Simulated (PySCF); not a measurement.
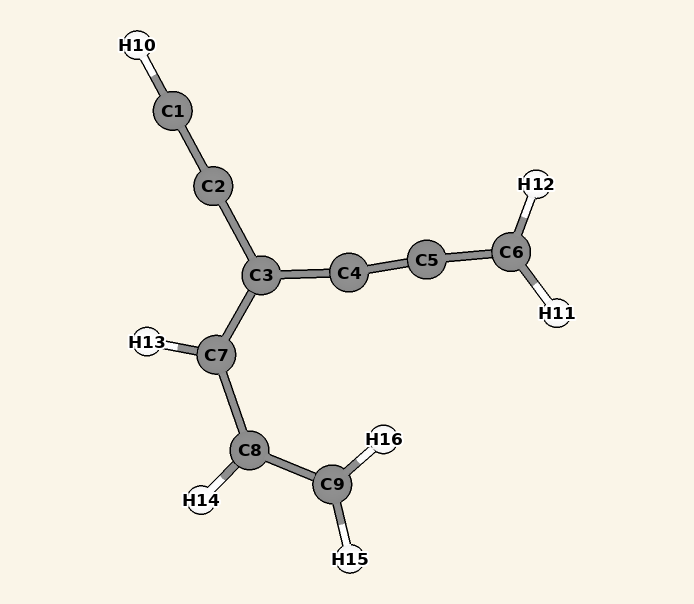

The species is neutral and a spin doublet. Computed geometry: GFN2-xTB optimisation. No frequency run is at hand to confirm it as a minimum. Method: UKS B3LYP, pcH-1 on C H, non-relativistic (PySCF 2.14.0). Fermi-contact and spin-dipolar terms alone, no spin-orbit part.

Question. Which nucleus has the largest dipolar (anisotropic) hyperfine coupling?

Answer. 13C at C6: principal values −41.2, −40.1, 81.3 MHz.

List the isotropic and dipolar parts for the most strongly coupled nuclei, one of each equivalent set.

```
atom  isotope  a_iso (MHz)  dipolar part (MHz)
  C6      13C         43.9  −41.2, −40.1, 81.3
  C7      13C         42.0  −34.3, −32.1, 66.4
  C4      13C         41.5  −35.5, −23.6, 59.1
  C9      13C         27.0  −25.6, −24.0, 49.5
  C3      13C        −38.4   −28.7, 12.6, 16.1
  C5      13C        −49.5    −20.8, 0.7, 20.1
 H12       1H        −37.2   −19.2, −0.5, 19.7
  C8      13C        −28.7    −19.5, 8.2, 11.4
```
